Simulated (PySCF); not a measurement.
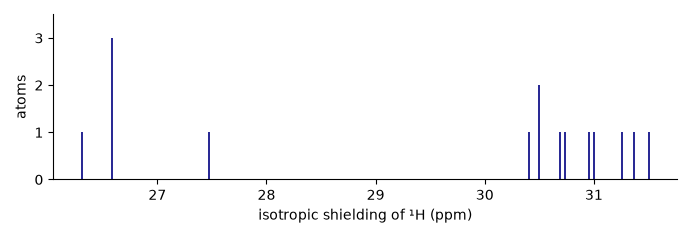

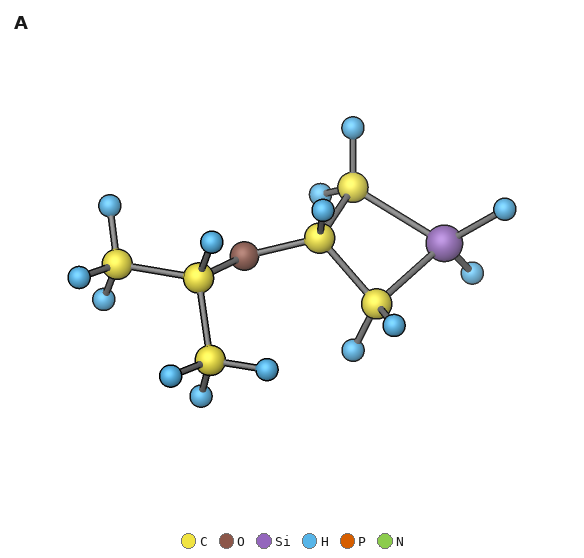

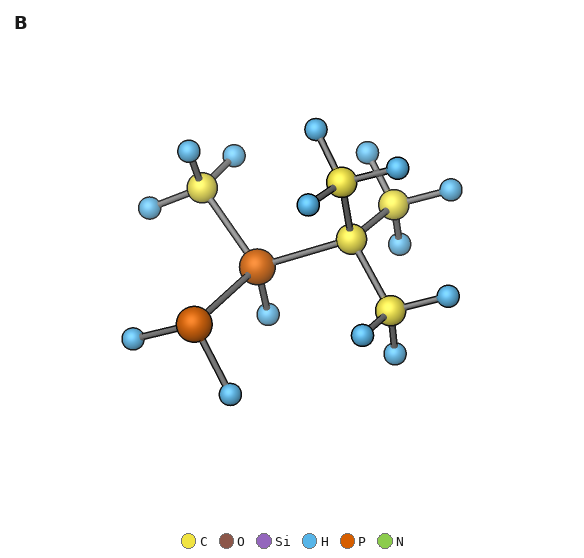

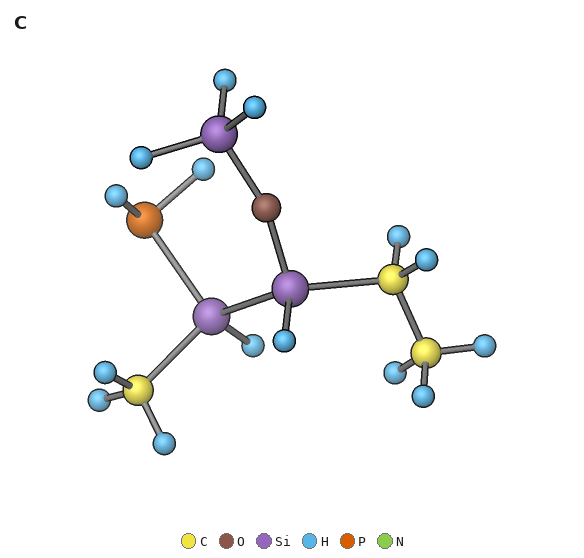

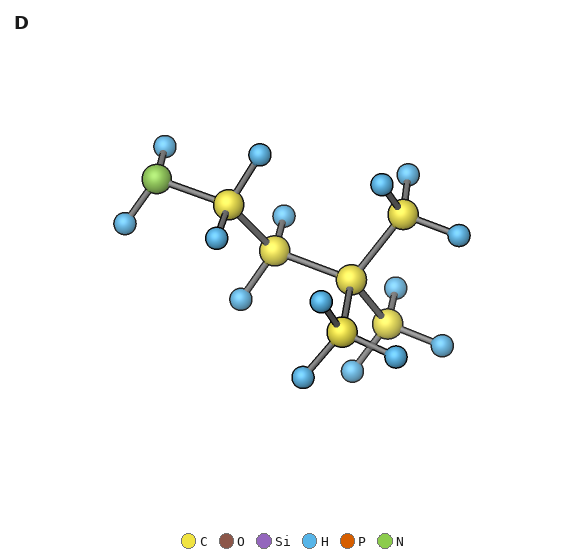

The sticks are computed shieldings of one of the molecules, for one fixed geometry (GFN2-xTB) without averaging over rotations. Low shielding means a high chemical shift. Method: GIAO PBE0/pcSseg-1 NMR shielding, non-relativistic, gas phase (PySCF 2.14.0).

**Match the spectrum to a structure.**

C, `CC[Si@@H](O[SiH3])[Si@@H](C)P`. Its 15 H atoms give lines at 26.31, 26.59 (3 atoms), 27.48, 30.41, 30.49 (2 atoms), 30.69, 30.73, 30.96, 31.00, 31.26, 31.37, 31.50 ppm.

The geometry is semi-empirical. Around P, Si such bond lengths and angles can be off by a tenth of an ångström or more and by several degrees, and values that hang on the shape move with them.
